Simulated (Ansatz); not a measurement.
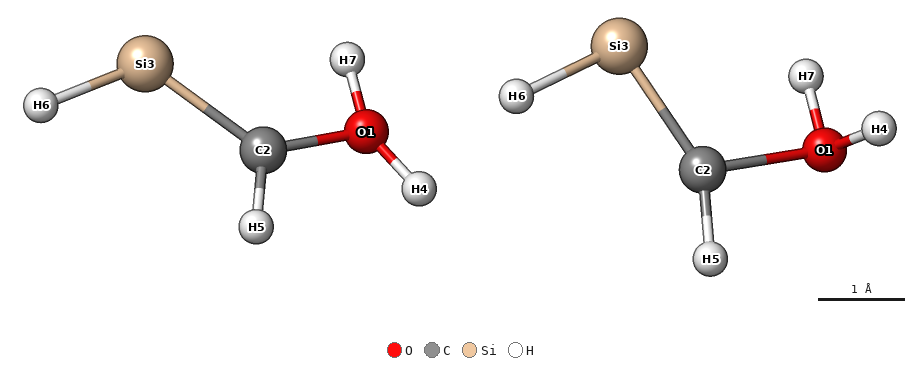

Two geometries of CH$_{4}$OSi, drawn at one scale. One is the start of a relaxation, the other its converged end. The picture is a ball-and-stick view, seen at a tilt.

The calculation used RKS PBE-D4/def2-SVP in Ansatz. Set-up: force threshold 0.03 eV/Å; at most 250 steps.

Q: Which of the two is the end point?

A: The right one is the relaxed one. It is one of the separated reactants of a reaction. H4 moves most after the best rigid fit: 0.77 Å. By element the largest moves are H 0.77 Å, C 0.34 Å, Si 0.27 Å, O 0.24 Å. Near-neighbour distances that change, for instance: O1–C2 1.359 → 1.636 Å, Si3–H6 1.473 → 1.535 Å, C2–Si3 1.726 → 1.761 Å, O1–H7 0.970 → 1.004 Å. Among the angles between lasting bonds that change: H4–O1–H7 152.9° → 104.4°, Si3–C2–H5 117.3° → 149.4°, C2–Si3–H6 116.6° → 94.3°. The energy falls by 176.0 kJ/mol in 9 geometry steps. Largest force component: 5.9 eV/Å at the start, 0.012 eV/Å at the end.
